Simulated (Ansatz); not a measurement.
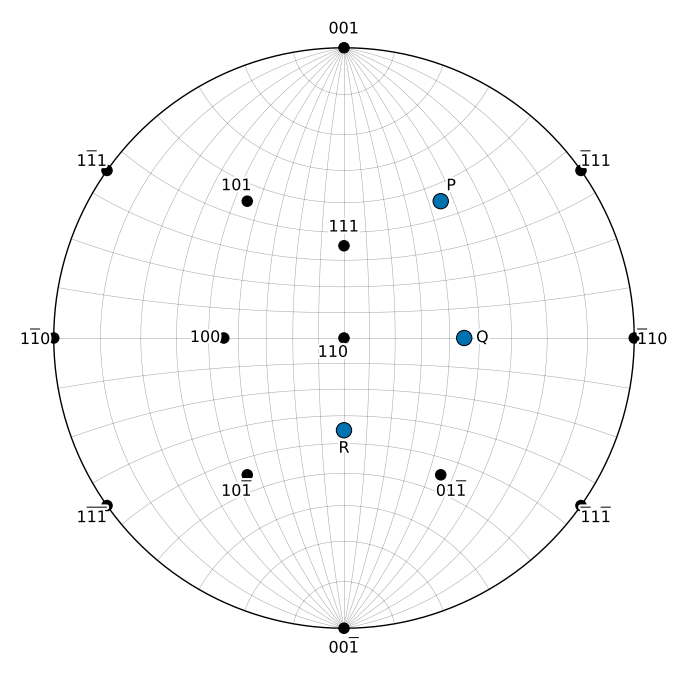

For Ag, the input geometry of an electronic-structure calculation (not necessarily at equilibrium): stereographic projection of plane normals (upper hemisphere) centred on (1 1 0). The drawing is computed from the coordinates (standard cell, symmetry found to 0.002 Å).

a = 4.090 Å, b = 4.090 Å, c = 4.090 Å, α = 90.00°, β = 90.00°, γ = 90.00°.

Index the poles marked P, Q, R.

P is (0 1 1), 60.0° from the centre; Q is (0 1 0), 45.0° from the centre; R is (1 1 −1), 35.3° from the centre.

What is the angle between the normals of (1 −1 −1) and (−1 1 1), and what are their d_hkl = 1/|g|?

180.0°; d = 2.361 Å and 2.361 Å.
